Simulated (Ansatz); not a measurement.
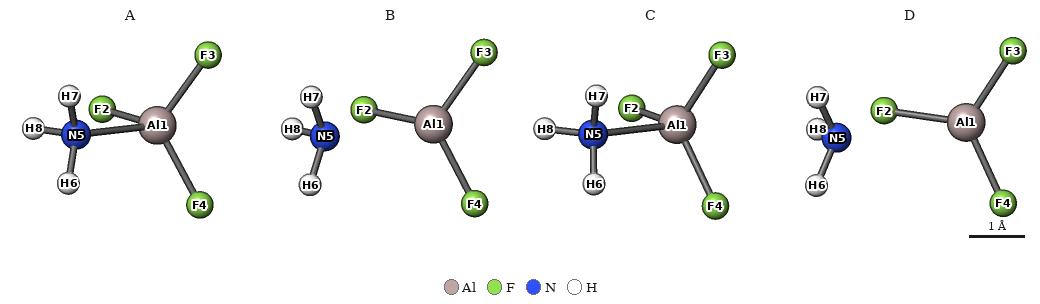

4 geometries from one relaxation of AlNH$_{3}$F$_{3}$, in shuffled order. A ball-and-stick model, seen at a tilt.

The run prepares an end point of a later path (reaction) calculation, from a guessed geometry.

Level of theory: Ansatz, RHF/6-31G*. Settings: no spin polarisation; force threshold 0.03 eV/Å; at most 50 steps.

Q: Put them in the order of the run, from the start to the converged end.

A: D, B, A, C. They are steps 0, 2, 4, 7, at +31.7 kcal/mol, +18.0 kcal/mol, +3.65 kcal/mol relative to the last. The largest moves after the best rigid fit, 0.76 Å, are those of F3 and H7. Largest moves by element: F 0.76 Å, H 0.75 Å, Al 0.60 Å, N 0.49 Å. Among the contacts that change: Al1–N5 3.094 → 2.025 Å, Al1–F3 1.623 → 1.646 Å, N5–H8 1.027 → 1.006 Å, Al1–F2 1.662 → 1.646 Å. New bonds form, among them: Al1–N5 (3.09 → 2.03 Å). Bond angles that change, for instance: F3–Al1–F4 121.2° → 116.7°, F2–Al1–F3 118.8° → 116.7°. The energy falls by 31.7 kcal/mol in 7 geometry steps. Largest force component: 1.4 eV/Å at the start, 0.0067 eV/Å at the end.

Limits of the set-up: Hartree-Fock leaves out electron correlation.
